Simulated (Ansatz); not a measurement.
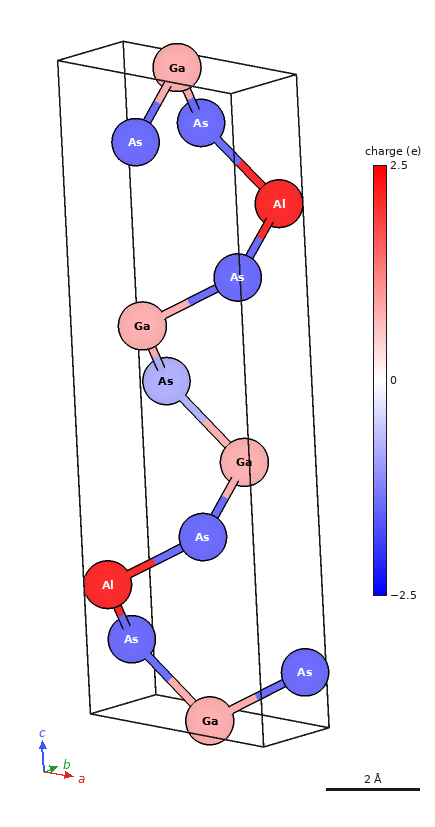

Ball-and-stick drawing of the structure, looking slightly off an axis. The cell (the run's own, in a reduced setting) is outlined; an atom on or near a face, edge or corner is repeated at each equivalent position. The atoms of this Al$_{2}$Ga$_{3}$As$_{5}$ cell are coloured by their Bader charge.

Method used: DFT r2SCAN, scalar-relativistic, plane waves, PAW in Ansatz. It ran with wavefunction cutoff 500 eV, k-points about 0.22 Å⁻¹ apart, Gaussian smearing of 0.02 eV, no spin polarisation.

Summarise the charge transfer.

Most positive: Al; most negative: As. Charges: about Al +2.1 e; Ga +0.8 e; As -1.4 to -0.8 e. The transfer is large, as in an ionic solid.

The initial geometry was a structure type filled with these elements by a generator (whether the compound takes this form wasn't checked). Earlier steps of the study, as a rule a relaxation of our own, may have changed the cell and positions, so they can lie some per cent off the listed ones. It went into a calculation with Ansatz.
